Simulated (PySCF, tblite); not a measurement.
**C5H6ClPS: a rotation path, then NMR shifts on frames, part 1 of 2**

Aim: move C5H6ClPS (`CCc1csc(Cl)p1`) away from its starting geometry and see how NMR shifts follow the geometry.

Computed with tblite 0.8.0 and PySCF 2.14.0, with density-fitted response routines of our own, on a single molecule in the gas phase. Atoms are numbered from 0 throughout.

## 1. The molecule as given

14 atoms, charge 0, multiplicity 1; geometry from: GFN2-xTB.

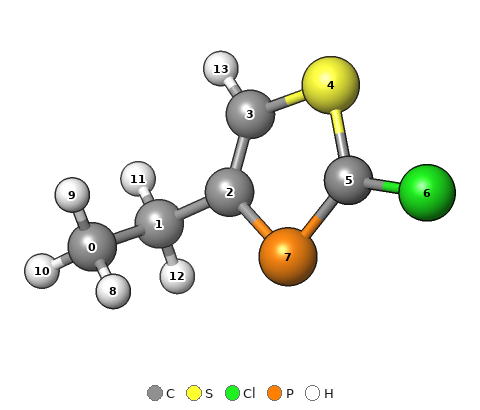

The starting geometry (carbon grey, sulfur yellow, chlorine green, phosphorus orange, hydrogen white), atoms numbered.

## 2. The rotation path with GFN2-xTB

Job settings and geometry (Å):

```
{"job": {"kind": "neb", "xc": "GFN2-xTB", "basis": "xTB", "atoms": [3, 2, 1, 0], "turn": 120}, "charge": 0, "multiplicity": 1}
C     -1.856688    -0.906127     0.275115
C     -1.228111     0.243983    -0.509326
C      0.247771     0.315914    -0.247950
C      0.812801     1.301893     0.485129
S      2.510611     1.247531     0.748074
C      2.712417    -0.218869    -0.151605
Cl     4.300647    -0.859064    -0.282319
P      1.337656    -0.954735    -0.864487
H     -1.386011    -1.847554    -0.003168
H     -1.720531    -0.755226     1.343694
H     -2.921479    -0.972312     0.065872
H     -1.697425     1.188234    -0.225706
H     -1.397407     0.084005    -1.576740
H      0.285071     2.131853     0.921250
```

Method: GFN2-xTB climbing-image nudged elastic band, gas phase.

The run is started by

```console
> OMP_NUM_THREADS=1 python probes_run.py task.json out
```

This one command runs all jobs of the session in turn.

Standard output:

```text
image   E - E0 / eV
  0      -0.0000
  1       0.0040
  2       0.0136
  3       0.0286
  4       0.0465
  5       0.0589
  6       0.0607
  7       0.0586
  8       0.0555
```

Run time: 11 s. Hardware: 1 thread of Intel Xeon at 2.50GHz, shared host; peak memory 0.19 GiB.

The final band, with the dihedral C3–C2–C1–C0:

```csv
image,dihedral (°),energy (eV),energy (kcal/mol)
0,-109,0.000,0.0
1,-95,0.004,0.1
2,-81,0.014,0.3
3,-66,0.029,0.7
4,-52,0.046,1.1
5,-38,0.059,1.4
6,-23,0.061,1.4
7,-7,0.059,1.4
8,10,0.056,1.3
```

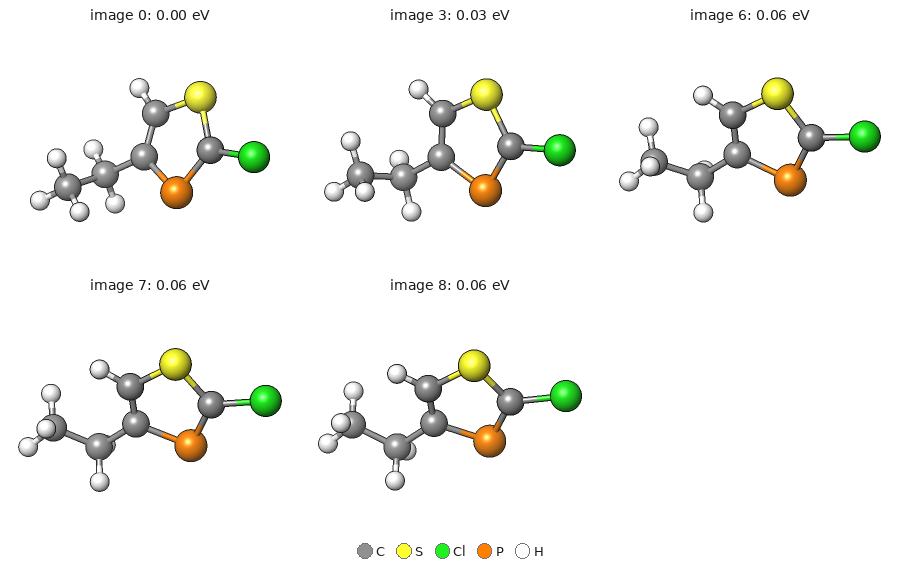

Images along the band.

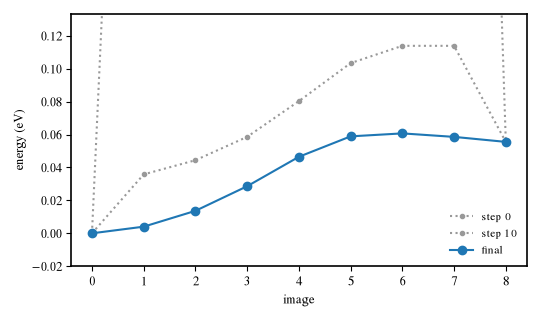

Energy along the band, early and final.

## 3. NMR shieldings: image 0, PBE0/pcSseg-1

Job settings and geometry (Å):

```
{"job": {"kind": "nmr", "xc": "PBE0", "basis": "pcSseg-1", "pop": false}, "charge": 0, "multiplicity": 1}
C     -1.856700    -0.906100     0.275100
C     -1.228100     0.244000    -0.509300
C      0.247800     0.315900    -0.248000
C      0.812800     1.301900     0.485100
S      2.510600     1.247500     0.748100
C      2.712400    -0.218900    -0.151600
Cl     4.300600    -0.859100    -0.282300
P      1.337700    -0.954700    -0.864500
H     -1.386000    -1.847600    -0.003200
H     -1.720500    -0.755200     1.343700
H     -2.921500    -0.972300     0.065900
H     -1.697400     1.188200    -0.225700
H     -1.397400     0.084000    -1.576700
H      0.285100     2.131900     0.921200
```

With the program's defaults for keys left out, this is: GIAO PBE0/pcSseg-1 NMR shielding, non-relativistic, gas phase.

Standard output:

```text
coarse grid: 14024 points
cycle   1  E = -1393.0497660333  dE =  1.259e+00  |g| = 3.945e-01  |ddm| = 3.926e+00
cycle   2  E = -1392.9809933663  dE =  6.877e-02  |g| = 6.349e-01  |ddm| = 9.407e-01
cycle   3  E = -1393.0853640575  dE = -1.044e-01  |g| = 1.465e-01  |ddm| = 7.461e-01
cycle   4  E = -1393.0912984810  dE = -5.934e-03  |g| = 4.008e-02  |ddm| = 1.980e-01
cycle   5  E = -1393.0916725000  dE = -3.740e-04  |g| = 1.373e-02  |ddm| = 4.534e-02
cycle   6  E = -1393.0917155337  dE = -4.303e-05  |g| = 5.424e-03  |ddm| = 1.947e-02
cycle   7  E = -1393.0917228205  dE = -7.287e-06  |g| = 1.213e-03  |ddm| = 6.575e-03
final grid: 123696 points
cycle   8  E = -1393.1426485636  dE = -2.836e-05  |g| = 1.015e-02  |ddm| = 3.005e-02
cycle   9  E = -1393.1426211630  dE =  2.740e-05  |g| = 1.427e-02  |ddm| = 2.360e-02
cycle  10  E = -1393.1426736483  dE = -5.249e-05  |g| = 1.716e-03  |ddm| = 1.585e-02
cycle  11  E = -1393.1426743080  dE = -6.597e-07  |g| = 5.117e-04  |ddm| = 2.239e-03
cycle  12  E = -1393.1426743640  dE = -5.601e-08  |g| = 2.347e-04  |ddm| = 7.054e-04
cycle  13  E = -1393.1426743798  dE = -1.580e-08  |g| = 2.860e-05  |ddm| = 2.861e-04
cycle  14  E = -1393.1426743800  dE = -1.801e-10  |g| = 1.077e-05  |ddm| = 4.363e-05
converged SCF energy = -1393.1426743800

GIAO shielding tensors (ppm)
atom      isotropic    diamagn.    paramagn.     s11        s22        s33       span
  0 C      162.973     246.952     -83.979    146.734    157.439    184.746     38.012
  1 C      154.035     243.897     -89.862    140.136    150.554    171.416     31.280
  2 C       11.216     264.167    -252.951    -66.613    -23.795    124.055    190.668
  3 C       51.138     255.309    -204.171    -31.170     65.949    118.635    149.805
  4 S      158.992    1056.310    -897.318    -28.539    238.574    266.941    295.480
  5 C       -5.991     265.063    -271.054   -151.237     44.728     88.535    239.772
  6 Cl     696.848    1144.179    -447.332    412.592    775.605    902.346    489.754
  7 P       88.462     967.468    -879.006   -184.601     87.567    362.420    547.020
  8 H       30.287      29.520       0.767     25.379     30.468     35.015      9.635
  9 H       30.484      29.850       0.635     26.717     29.448     35.288      8.571
 10 H       30.262      28.004       2.258     25.864     26.844     38.080     12.216
 11 H       29.057      30.685      -1.629     24.141     28.896     34.133      9.993
 12 H       28.562      29.514      -0.952     24.591     27.397     33.697      9.106
 13 H       24.404      31.889      -7.485     21.085     26.016     26.112      5.027
```

Run time: 80 s. Hardware: 1 thread of Intel Xeon at 2.50GHz, shared host; peak memory 0.84 GiB.

The references, computed at this level on geometries of the same kind, shield at (ppm): ¹H TMS 31.72, ¹³C TMS 186.9, ³¹P H3PO4 318.4, ³³S CS2 504, ³⁵Cl HCl 950. Their shielding less the atom's gives the shift. The references are single molecules in the gas phase, so shifts against H2O, NH3, PH3, H3PO4 or CFCl3 are not on the usual liquid scales and can be off by tens of ppm. Each atom is listed at this fixed geometry, with no averaging over motion; a spectrum would average atoms that exchange fast.

```csv
atoms,environment,σ (ppm),δ (ppm)
C5,aromatic carbon bearing chlorine,-6.0,192.9
C2,substituted aromatic carbon,11.2,175.7
C3,aromatic CH next to the ring sulfur,51.1,135.8
C1,sp3 CH2 on an aromatic ring,154.0,32.9
C0,methyl carbon,163.0,24.0
H13,hydrogen on an aromatic CH next to the ring sulfur,24.40,7.31
H12,hydrogen on an sp3 CH2 on an aromatic ring,28.56,3.16
H11,hydrogen on an sp3 CH2 on an aromatic ring,29.06,2.66
H10,hydrogen on a methyl carbon,30.26,1.45
H8,hydrogen on a methyl carbon,30.29,1.43
H9,hydrogen on a methyl carbon,30.48,1.23
S4,aromatic ring sulfur,159,345
Cl6,chlorine bonded to C,697,253
P7,"phosphorus bonded to 2 C, in a 5-membered ring",88.5,229.9
```

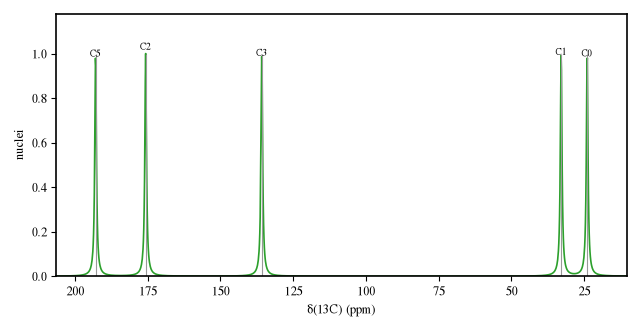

¹³C lines at the computed shifts, without couplings. Lines are broadened to a width of 0.68 ppm (Lorentzian).

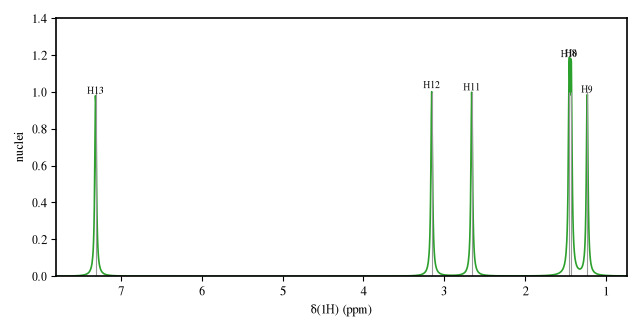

¹H lines at the computed shifts, without couplings. Lines are broadened to a width of 0.02 ppm (Lorentzian).

Ring of atoms C2, C3, S4, C5, P7: NICS(0) -10.5, NICS(1) -10.0, NICS(1)zz -20.6 ppm (means of both faces).

Orbitals, density, ELF and potential are computed afterwards from the orbital file.

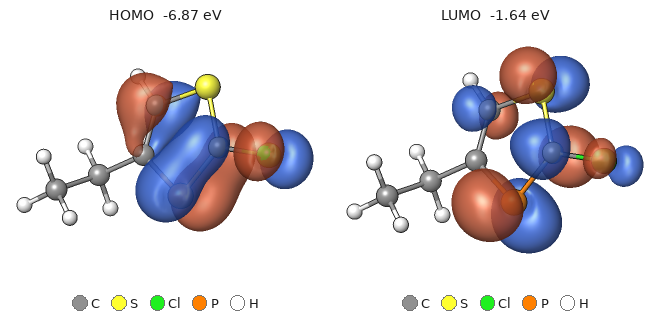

PBE0/pcSseg-1 orbitals near the gap, drawn at the value that encloses 70 % of each; the two colours are the two signs.

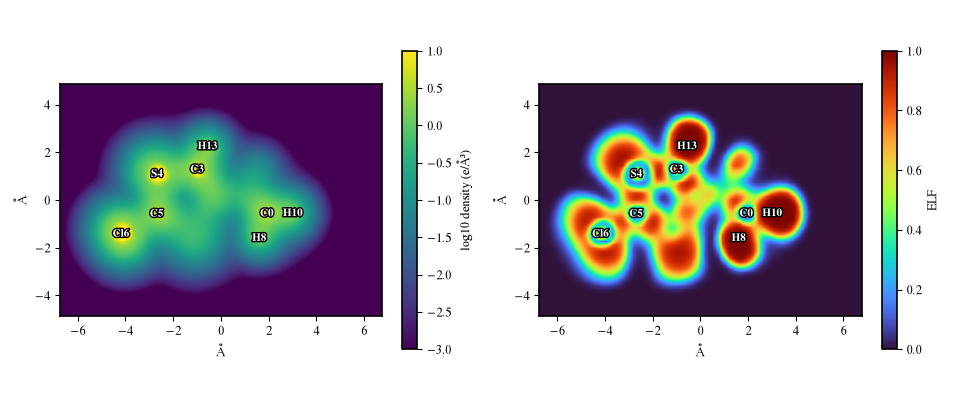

Density (left) and ELF (right) in a plane through or near 8 of the atoms.

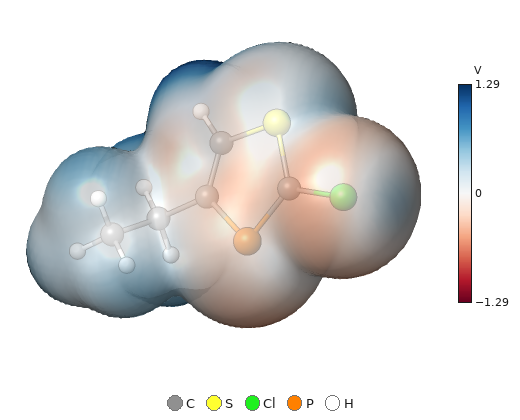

The potential that a unit positive charge feels on the 0.002 e/bohr³ surface, from -0.47 V near P7 to 1.29 V near H13.

## 4. Nuclear shieldings: image 3, PBE0/pcSseg-1

Job settings and geometry (Å):

```
{"job": {"kind": "nmr", "xc": "PBE0", "basis": "pcSseg-1", "pop": false}, "charge": 0, "multiplicity": 1}
C     -1.930500    -0.654600     0.404000
C     -1.168800     0.112300    -0.676100
C      0.291600     0.218500    -0.339200
C      0.736400     0.932000     0.721500
S      2.421000     0.937400     1.046000
C      2.796400    -0.085800    -0.299200
Cl     4.446100    -0.486300    -0.556600
P      1.518600    -0.639700    -1.301100
H     -1.490100    -1.639400     0.542200
H     -1.895200    -0.128300     1.354900
H     -2.971000    -0.775400     0.113800
H     -1.595500     1.112000    -0.787600
H     -1.274300    -0.410100    -1.628900
H      0.114500     1.506800     1.384200
```

With the program's defaults for keys left out, this is: GIAO PBE0/pcSseg-1 NMR shielding, non-relativistic, gas phase.

Standard output:

```text
coarse grid: 14024 points
cycle   1  E = -1393.0483645020  dE =  1.262e+00  |g| = 3.971e-01  |ddm| = 3.929e+00
cycle   2  E = -1392.9784859621  dE =  6.988e-02  |g| = 6.393e-01  |ddm| = 9.524e-01
cycle   3  E = -1393.0844422673  dE = -1.060e-01  |g| = 1.473e-01  |ddm| = 7.496e-01
cycle   4  E = -1393.0904065744  dE = -5.964e-03  |g| = 4.127e-02  |ddm| = 1.978e-01
cycle   5  E = -1393.0907988035  dE = -3.922e-04  |g| = 1.432e-02  |ddm| = 4.606e-02
cycle   6  E = -1393.0908459869  dE = -4.718e-05  |g| = 5.475e-03  |ddm| = 2.007e-02
cycle   7  E = -1393.0908534071  dE = -7.420e-06  |g| = 1.262e-03  |ddm| = 6.822e-03
final grid: 123696 points
cycle   8  E = -1393.1418131291  dE = -2.721e-05  |g| = 1.037e-02  |ddm| = 3.150e-02
cycle   9  E = -1393.1417832439  dE =  2.989e-05  |g| = 1.478e-02  |ddm| = 2.397e-02
cycle  10  E = -1393.1418393461  dE = -5.610e-05  |g| = 1.690e-03  |ddm| = 1.616e-02
cycle  11  E = -1393.1418399842  dE = -6.381e-07  |g| = 5.264e-04  |ddm| = 2.253e-03
cycle  12  E = -1393.1418400452  dE = -6.097e-08  |g| = 2.314e-04  |ddm| = 7.159e-04
cycle  13  E = -1393.1418400605  dE = -1.529e-08  |g| = 2.964e-05  |ddm| = 2.844e-04
cycle  14  E = -1393.1418400607  dE = -2.278e-10  |g| = 6.583e-06  |ddm| = 4.244e-05
converged SCF energy = -1393.1418400607

GIAO shielding tensors (ppm)
atom      isotropic    diamagn.    paramagn.     s11        s22        s33       span
  0 C      165.142     247.011     -81.869    148.339    161.254    185.832     37.493
  1 C      158.306     243.838     -85.532    143.537    158.472    172.910     29.373
  2 C       13.093     263.682    -250.589    -65.968    -22.667    127.915    193.883
  3 C       49.536     255.808    -206.271    -39.012     60.150    127.472    166.484
  4 S      143.475    1056.459    -912.984    -51.186    220.933    260.677    311.863
  5 C       -3.483     265.266    -268.749   -147.222     45.719     91.053    238.274
  6 Cl     705.131    1144.016    -438.886    421.748    786.701    906.944    485.196
  7 P       90.884     967.274    -876.391   -173.699    104.413    341.938    515.636
  8 H       30.489      29.732       0.757     26.595     29.741     35.131      8.535
  9 H       30.448      30.403       0.045     25.710     29.970     35.664      9.954
 10 H       30.341      28.082       2.259     25.728     27.085     38.210     12.482
 11 H       28.820      29.739      -0.919     24.863     27.256     34.341      9.477
 12 H       28.779      29.984      -1.205     23.187     29.333     33.817     10.630
 13 H       24.296      32.273      -7.976     20.752     25.091     27.047      6.295
```

Run time: 65 s. Hardware: 1 thread of Intel Xeon at 2.50GHz, shared host; peak memory 0.91 GiB.

In short: δ C5 190.4, C2 173.8, C3 137.4, C1 28.6, H13 7.42, H12 2.94 ppm.

(Continued in part 2 of 2.)
